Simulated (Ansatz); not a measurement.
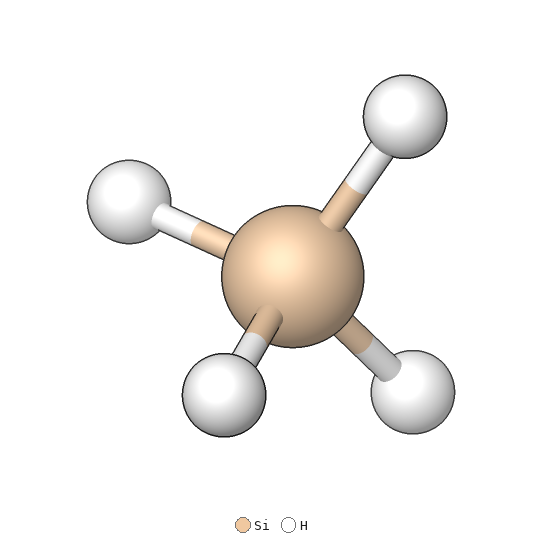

A ball-and-stick model of a molecule. Every bond is drawn as one stick, whatever its order.

What is the molecular formula?

SiH4, 5 atoms: 1 silicon and 4 hydrogen.

Count the bonded pairs by element.

4 Si–H. Sticks follow a distance rule.

How many sets of symmetry-equivalent atoms are there?

2: 1 Si, 4 H.

Which point group does it belong to?

Td.

More results for the same structure follow; atom numbers are the same in all pictures, views and colours differ. The computed structure is the end point of a PBE0-D4/def2-TZVP optimisation.

**Shape**

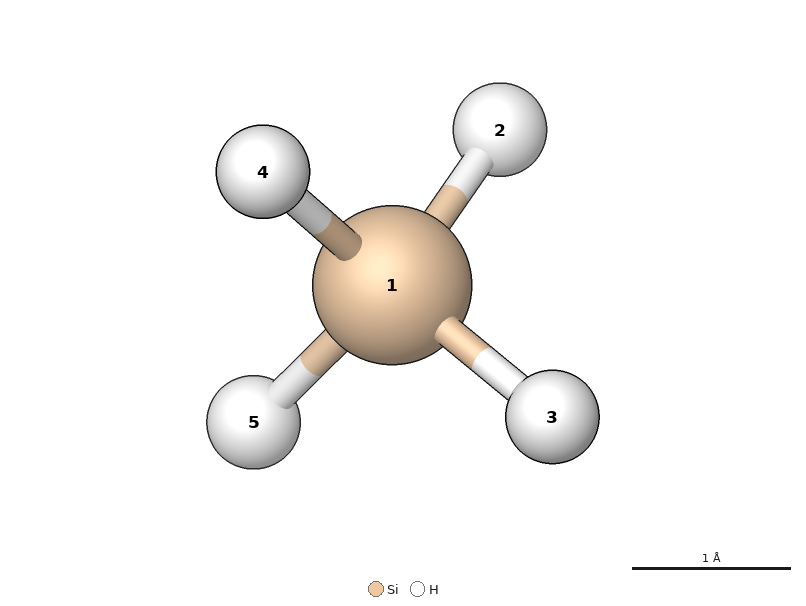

The atoms are numbered.

Give these bond angles: H2–Si1–H3.

```tsv
angle	degrees
H2–Si1–H3	109.5
```

**Vibrations**

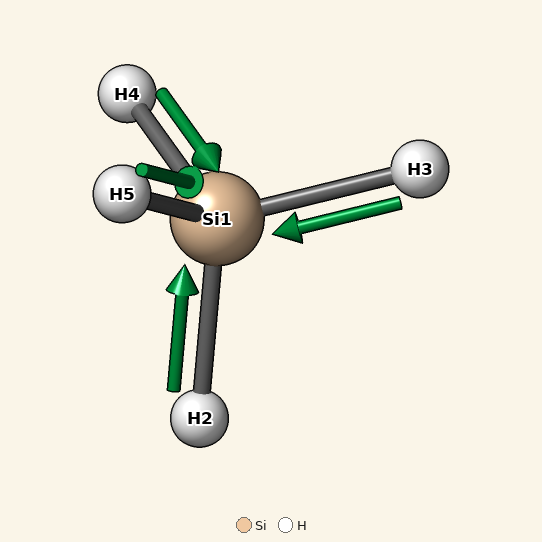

The arrows show one normal mode. Harmonic vibrations computed with RKS PBE0-D4/def2-TZVP (Ansatz 0.2.0) at a stationary point of the same level.

Describe the motion.

Mostly in-phase stretching of 4 Si–H bonds.

At what wavenumber does it lie?

2235 cm⁻¹; it is mode 6 of 9 counted from the lowest.

**Electronic properties**

Properties computed with RKS PBE0-D4/def2-TZVPP (Ansatz 0.2.0).

What is the LUMO energy (Kohn–Sham orbital)?

1.06 eV.

Estimate the HOMO energy (Kohn–Sham orbital).

−9.86 eV.

**Charges**

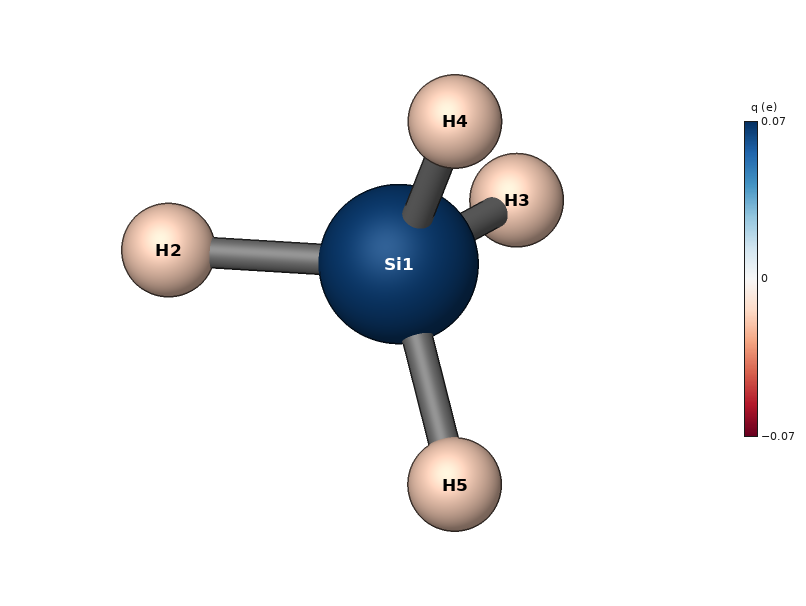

Atoms are coloured by their Mulliken charges. Properties computed with RKS PBE0-D4/def2-TZVP (Ansatz 0.2.0).

List the Mulliken charges.

```json
{"atom": "Si1", "value (e)": "0.07"}
{"atom": "H2", "value (e)": "−0.02"}
{"atom": "H3", "value (e)": "−0.02"}
{"atom": "H4", "value (e)": "−0.02"}
{"atom": "H5", "value (e)": "−0.02"}
```

Mulliken values depend strongly on the basis set and can even reverse the polarity of a bond.
